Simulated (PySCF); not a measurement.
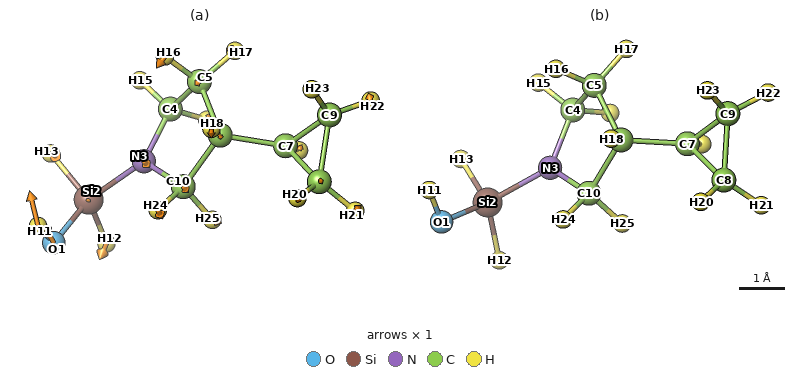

The structure of C7H15NOSi before (left) and after (right) a relaxation, at one scale. The orange arrows give the displacements, at their true length.

A ball-and-stick model, seen at a tilt.

The start comes from GFN2-xTB. Its atoms were then displaced at random by about 0.01 Å.

The calculation used PySCF, PBE0-D3(BJ)/def2-SVP geometry optimisation, gas phase. 

What changed between the two?

The energy falls by 0.298 eV in 13 geometry steps. The largest move after the best rigid fit is that of an H atom, 0.84 Å. Largest moves by element: H 0.84 Å, O 0.60 Å, N 0.27 Å, C 0.23 Å, Si 0.08 Å. Among the contacts that change: O–Si 1.616 → 1.670 Å, H–Si 1.448 → 1.495 Å, C–H 1.064 → 1.101 Å, C–N 1.423 → 1.453 Å. Bond angles that change, for instance: Si–N–C 122.4° → 127.6°, Si–O–H 118.9° → 115.1°, N–Si–H 117.8° → 114.2°.
